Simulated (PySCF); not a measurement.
Br₃Ga, SMILES `Br[Ga](Br)Br`.

PySCF calculation, PBE0/def2-TZVP, gas phase; geometry: GFN2-xTB. No frequency check shows the geometry to be a minimum. GFN2-xTB bond lengths at metals and heavier atoms can be off by up to 0.1 Å and shapes distorted, which carries into these values.

Geometry (Å), atoms numbered from 1:

```
Br1      1.5894   -1.6543    0.0000
Ga2     -0.0013    0.0000    0.0000
Br3      0.6385    2.2033    0.0000
Br4     -2.2268   -0.5490    0.0000
```

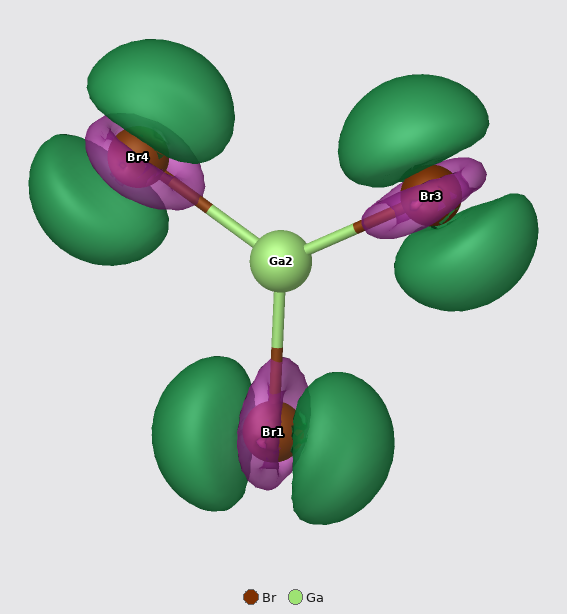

Fukui function f⁻ = ρ(N) − ρ(N−1) at fixed geometry, surfaces at ±0.015 e/Å³ (green positive, purple negative).

Q: Which atoms respond most to the removal of an electron?

A: f⁻ (Hirshfeld-condensed) is largest on Br1, Br3 and Br4 (0.30 each); the vertical ionisation energy is 10.57 eV (the stability of the cation's solution wasn't checked). Condensed values hint at sites of electrophilic attack but needn't mark the atom that reacts. Orbital relaxation makes it negative in places (0.10 e in all).
